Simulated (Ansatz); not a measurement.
**AlPNH (triplet): trial inputs and their diagnosis at a displaced geometry (v1)**

3 inputs are run for AlPNH (triplet) as typed; the log has to tell whether the result can be used and what must change.

Program: Ansatz 0.2.0, Gaussian basis. Level of theory: the settings change from run to run. These are calculated values, not measurements.

28 further runs of the same task are left out: 6 for a known fault of the program, 8 that didn't finish, 14 set aside as unsound or not needed. Runs told in other sessions of the task aren't counted.

## Step 1: The geometry

The geometry is a PBE0/def2-TZVP stationary point (not a proven minimum) with its atoms shifted at random (size 0.040 Å).

4 atoms, charge 0, spin multiplicity 3.

Atoms are counted from 1 here; the program's logs count them from 0.

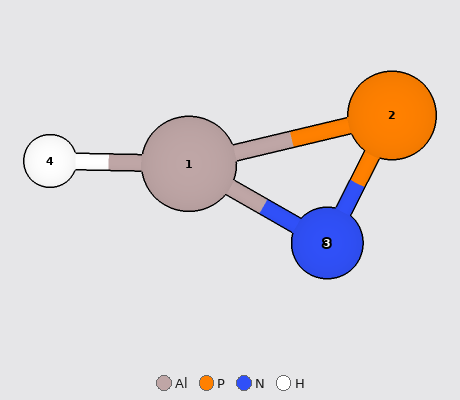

The structure; aluminium light grey, phosphorus orange, nitrogen blue, hydrogen white; atoms are numbered from 1 in the order of the file.

## Step 2: Try 1

The input, in.yaml:

```yaml
crystal:
  periodic: [false, false, false]
  atoms:
    - {symbol: Al, position_ang: [-0.007925, 0.177528, 1.215787]}
    - {symbol: P, position_ang: [-0.008758, 0.271935, -1.094741]}
    - {symbol: N, position_ang: [0.039206, -0.979279, -0.116834]}
    - {symbol: H, position_ang: [-0.063571, 0.499671, 2.719330]}
basis:
  gaussian: {orbitals: cc-pVDZ}
magnetization: {spin_polarized: false, initial_magnetization: 2}
correlation: {method: sc_nevpt2, electrons: valence, active_space: {window: {electrons: 4, orbitals: 4}, places: [1, 2]}}
scf: {lower_state_search: off}
```

Run with:

```bash
ansatz run in.yaml --threads 1 --pin off --events-out ev --progress --plain --max-ram 2393MiB
```

The program printed:

```text
Error: invalid value for `correlation.active_space`: name one of window, places and ras
```

Run time: 0.03 s. Hardware: 1 thread of Arm Neoverse V1, shared host.

What is wrong: The run was refused. The active space is defined twice. Fix: keep one definition.

## Step 3: Try 2

The input, in.yaml:

```yaml
crystal:
  periodic: [false, false, false]
  atoms:
    - {symbol: Al, position_ang: [-0.007925, 0.177528, 1.215787]}
    - {symbol: P, position_ang: [-0.008758, 0.271935, -1.094741]}
    - {symbol: N, position_ang: [0.039206, -0.979279, -0.116834]}
    - {symbol: H, position_ang: [-0.063571, 0.499671, 2.719330]}
basis:
  gaussian: {orbitals: cc-pVDZ}
magnetization: {spin_polarized: false, initial_magnetization: 8}
hamiltonian: {xc: {name: B3LYP}}
correlation: {method: ccsd, electrons: valence}
output: {forces: true}
```

Same command.

The program printed, shortened:

```text
Functional definition: B3LYP
  name "B3LYP"
  cite "Stephens, Devlin, Chabalowski & Frisch, J. Phys. Chem. 98, 11623 (1994) doi:10.1021/j100096a001"
  cite "Becke, Phys. Rev. A 38, 3098 (1988) doi:10.1103/PhysRevA.38.3098"
  cite "Lee, Yang & Parr, Phys. Rev. B 37, 785 (1988) doi:10.1103/PhysRevB.37.785"
  cite "Vosko, Wilk & Nusair, Can. J. Phys. 58, 1200 (1980) doi:10.1139/p80-159"
[...]
552 factors; integrals over basis functions are off by at most 9.9e-4 eV
[...]
mean field -17372.62198802 eV, -638.4320824737 hartree, gradient 2.8e-6 eV, S^2 20.000000; 3 other end points of the search recorded, 0 dependent functions left out
[...]
11 core orbitals not correlated: weight in the atoms' cores, before any rotation towards them, 1.000 or more for the frozen orbitals, at most 0.000 for the correlated occupied ones
reference -17335.36071214 eV, -637.0627558415 hartree; 11, 3 occupied and 33, 41 virtual orbitals, 552 factors
second order -6.41025290 eV of doubles, -0.44475270 eV of singles
cycle   1  -7.02250701 eV  change   -1.7e-1 eV  update   7.7e-2
[...]
cycle  19  -7.30649751 eV  change    2.3e-7 eV  update   4.7e-7
[...]
Total energy: -17342.66720965 eV, -637.3312646724 hartree
Atom 0 at    -0.007925     0.177528     1.215787 Å, force    -0.024291     2.264501     5.388277 eV/Å
Atom 1 at    -0.008758     0.271935    -1.094741 Å, force    -0.231515     6.353297    -9.923322 eV/Å
Atom 2 at     0.039206    -0.979279    -0.116834 Å, force     0.415851   -10.009310    -0.153650 eV/Å
Atom 3 at    -0.063571     0.499671     2.719330 Å, force    -0.160045     1.391512     4.688695 eV/Å
Dipole moment:    -0.006840     0.082614    -0.786745 e Å
```

Wall time 12 s (1 thread of Arm Neoverse V1, shared host).

What is wrong: The run converged, which proves nothing about the input. Far too many unpaired electrons are asked for. Its energy belongs to the state of multiplicity 9, not to the triplet that was meant. Cure: set initial_magnetization to that of the wanted state.

## Step 4: Try 3

The input, in.yaml:

```yaml
crystal:
  periodic: [false, false, false]
  atoms:
    - {symbol: Al, position_ang: [-0.007925, 0.177528, 1.215787]}
    - {symbol: P, position_ang: [-0.008758, 0.271935, -1.094741]}
    - {symbol: N, position_ang: [0.039206, -0.979279, -0.116834]}
    - {symbol: H, position_ang: [-0.063571, 0.499671, 2.719330]}
basis:
  gaussian: {orbitals: cc-pVDZ}
magnetization: {spin_polarized: false, initial_magnetization: 2}
correlation: {method: sc_nevpt2, electrons: outside_noble_gas}
output: {forces: true}
```

The command is unchanged.

The program printed:

```text
Error: this correlation method needs an active space: name one as the reference
```

Wall time 0.03 s (1 thread of Arm Neoverse V1, shared host).

**Diagnosis.** The run was refused. This method needs an active space and has none. Cure: add an active_space block.

## Step 5: Summary

| try | level | ended | cause | time |
| --- | --- | --- | --- | --- |
| 1 | NEVPT2(4,4)/cc-pVDZ | refused | the active space is defined twice | 0.03 s |
| 2 | CCSD/cc-pVDZ | converged | far too many unpaired electrons are asked for | 12 s |
| 3 | 'sc_nevpt2'/cc-pVDZ | refused | this method needs an active space and has none | 0.03 s |

2 refused, 1 converged. The input that converges on a wrong geometry or spin is the dangerous one: no error points at it, so geometry and ⟨S²⟩ have to be checked.
